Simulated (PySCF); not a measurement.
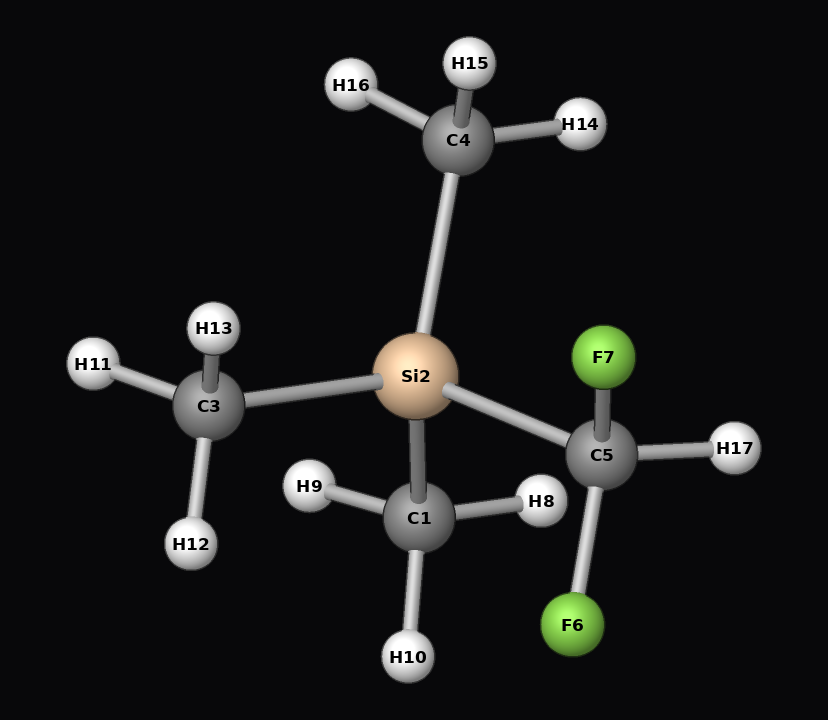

The questions are on isotropic NMR shieldings of the H atoms. The computed structure is the end point of a PBE0-D3(BJ)/def2-SVP optimisation. No frequency run is at hand to confirm it as a minimum. Properties computed with GIAO ωB97X-D/pcSseg-1 NMR shielding, non-relativistic, gas phase (PySCF 2.14.0).

> Which H atom is the most shielded (lowest chemical shift)?

H11 (31.47 ppm).

> Which H atom is the least shielded (highest chemical shift)?

H17 (25.62 ppm).

> How wide is the range of H shifts?

5.85 ppm.

Give the isotropic NMR shieldings of the H atoms atom by atom.

| atom | σ (ppm) |
| --- | --- |
| H8 | 31.38 |
| H9 | 31.33 |
| H10 | 31.13 |
| H11 | 31.47 |
| H12 | 31.07 |
| H13 | 31.07 |
| H14 | 31.38 |
| H15 | 31.13 |
| H16 | 31.34 |
| H17 | 25.62 |
